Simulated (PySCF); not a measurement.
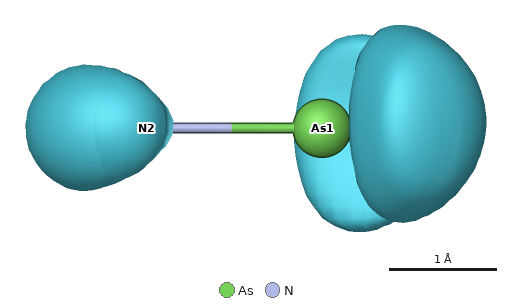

Figure. AsN (charge −1, doublet). Isosurface of the electron localisation function at 0.85 (cyan), seen from one side. Core shells and regions of very low density are left out.

These are results of PySCF, PBE0/aug-cc-pVDZ-DK/X2C, spin-free X2C-1e, Gaussian nucleus, at a bond length of 1.685 Å, not measurements.

```xyz
2

As    0.0000    0.0000   -0.2653
N     0.0000    0.0000    1.4197
```

Identify the bonds, lone pairs and shells in this picture.

Answer. At this value the surface marks out two lobes on As, pointing away from the bonds (non-bonding electrons) and one lobe on N, pointing away from the bonds (non-bonding electrons). Profiles from the grid: As–N (1.68 Å): the ELF peaks at about 0.80 between the atoms; a short, strongly polar bond.
